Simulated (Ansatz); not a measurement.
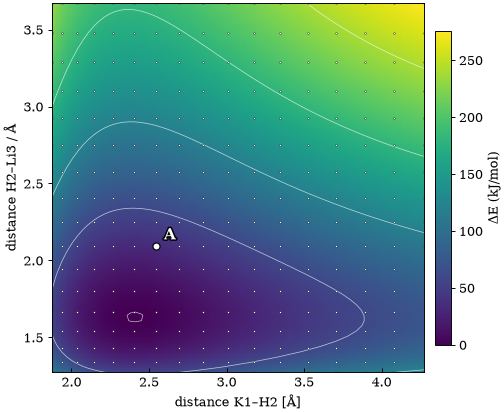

The system K⁺ + HLi. The first coordinate is: distance K1–H2; the second: distance H2–Li3. Nothing is relaxed (the angle K1–H2–Li3 is fixed at 180 degrees). Grid: 17 × 17 points. Energies: kJ/mol, counted from the lowest grid point. The restricted reference is unstable at some or all points, so the energies there are unreliable. All numbers below come from Ansatz 0.2.0, RHF-CCSD(T), frozen core/def2-TZVPD.

The picture shows a smooth colour map with a few white contour lines, dots at the grid points, the point A. Between grid points the surface is interpolated.

Is A at rest? If not, where is it pushed?

Answer. A, at distance K1–H2 = 2.543 Å, distance H2–Li3 = 2.091 Å, is not a stationary point. The computed force is 24 kJ/mol for each Å towards smaller values of distance K1–H2 and 108 kJ/mol for each Å towards smaller values of distance H2–Li3.
